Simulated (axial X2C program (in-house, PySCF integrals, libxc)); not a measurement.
# Ga₂⁻: properties at the nuclei

Wanted for Ga₂⁻: properties at the nuclei, at the two-component level.

Method: two-component X2C with atomic mean-field terms, Ga dyall-acv3z; program: an in-house X2C program for linear molecules on PySCF integrals.

All values are calculated.

## Step 1: The job

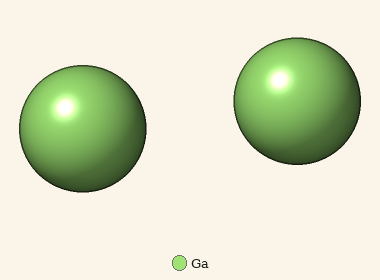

The two atoms at 2.480 Å (gallium green).

task.json reads:

```json
{"zs": [31, 31], "q": -1, "bas": ["dyall-acv3z", "dyall-acv3z"], "r0": 2.48, "levels": ["PBE0", "HF", "TPSSh", "BP86", "PBE50"], "nst": 3}
```

Keys: zs atomic numbers; q charge; bas basis sets; r0 starting distance in Å; levels methods (HF also brings MP2); nst determinants followed.

Started as:

```sh
python soeom.py task.json out
```

Further steps of the session: Expectation values, lowest determinant; Expectation values, a higher determinant; Expectation values, a higher determinant.

**Question.** What will these runs give? Wanted: lowest determinant; A∥/gI Ga; qzz Ga; higher determinant (for each run or level that gives them).

The runs gave:

| quantity | value |
| --- | --- |
| lowest determinant | Ω = 3/2 (excess of +ω over −ω: ω = 3/2) |
| A∥/gI Ga (MHz), PBE0 | -137 |
| qzz Ga (a.u.), PBE0 | -1.11 |
| higher determinant | Ω = 1/2 (excess of +ω over −ω: 2 × ω = -1/2, ω = 3/2) |
| A∥/gI Ga (MHz), PBE0, higher determinant | -280 |
| qzz Ga (a.u.), PBE0, higher determinant | -1.14 |
| higher determinant | Ω = 1/2 (excess of +ω over −ω: ω = 1/2) |
| A∥/gI Ga (MHz), PBE0, higher determinant | -60.7 |
| qzz Ga (a.u.), PBE0, higher determinant | -1.15 |

The expectation values come from single determinants, which for open shells can mix terms of unlike spin or miss the lowest Ω, so a determinant need not be a state. A∥ is the parallel hyperfine constant, which follows by multiplying with the nuclear g factor gI = μI/(I μN); qzz is the electric field gradient, eQq0 = 234.96 MHz × Q/barn × qzz. The operators were transformed with the bare-nucleus X2C matrices.
